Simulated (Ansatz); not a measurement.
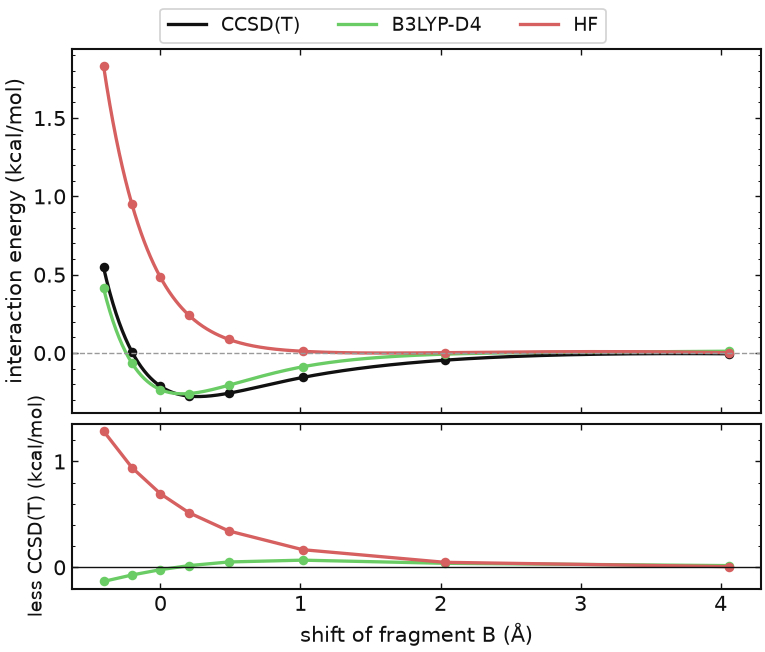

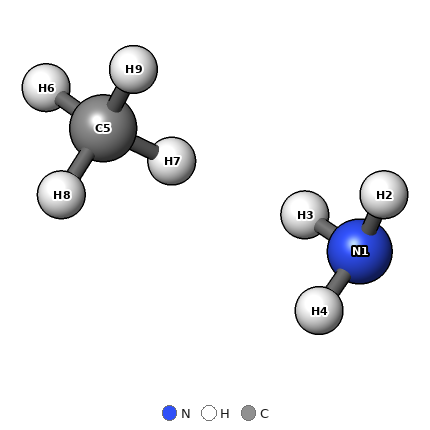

Interaction curve of the pair H₃N (A) and CH₄ (B), SMILES N.C, from the arrangement drawn (closest contact, H···H pairs aside, N1···H7 2.97 Å; others can bind more strongly), without the energy that it costs to deform the partners. The Ansatz code 0.2.0, def2-TZVPPD, cores frozen in correlated methods. Fragment B of a pair is moved rigidly from the minimum (PBE0-D4/def2-TZVP) along the line between the fragments' mean atom positions; interaction energies with counterpoise. Splines pass through the computed points, which are marked.

> Order the curves at −0.41 Å, where they differ most.

B3LYP-D4 0.41, CCSD(T) 0.55, HF 1.83 kcal/mol, from lowest to highest.

> Which curve follows CCSD(T) best, and which worst?

Best B3LYP-D4, worst HF; largest departures, offsets in depth included: B3LYP-D4 0.13, HF 1.29 kcal/mol. CCSD(T) is in the same finite basis, not at its limit.
